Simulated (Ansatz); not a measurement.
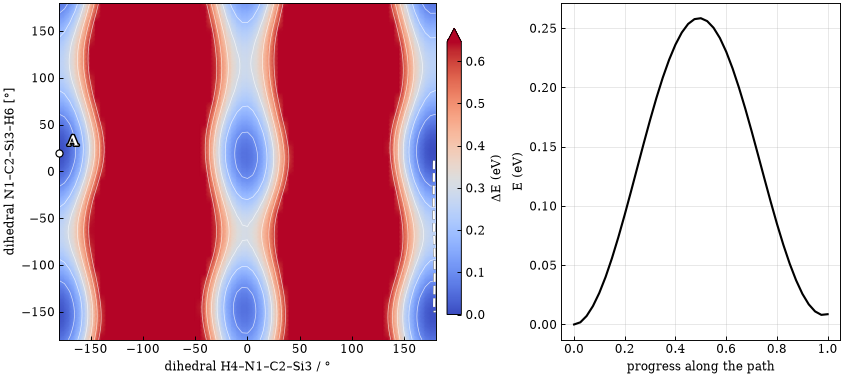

CH₄NSi, SMILES N=C[SiH2], spin multiplicity 2. Coordinates scanned: (1) dihedral H4–N1–C2–Si3; (2) dihedral N1–C2–Si3–H6. Nothing is relaxed (all other coordinates rigid). The scan uses an 18 × 18 grid. Points are written as (first, second). Energies: eV, counted from the lowest grid point. In part of the range the unrestricted reference is strongly spin-contaminated. All numbers below come from UKS r2SCAN-D4/def2-SVP in Ansatz 0.2.0.

In the figure: a smooth colour map with a few white contour lines, a line along the lowest path, one colour for all values above the top of the scale, the energy along the path at the right, the start A. Between grid points the surface is interpolated.

**Describe the path and its barrier.**

The easiest path leads from the well at (−180°, 20°) to the well at about (−180°, −155°), about 0.0086 eV higher (on a rigid scan; wells that are mirror images or exchange like atoms can differ by this much). Its highest point lies about 0.26 eV above the bottom of the first well on the interpolated surface, at about (180°, −65°). The start is the relaxed structure and all else is held, so a fully relaxed path at this level can only be lower.
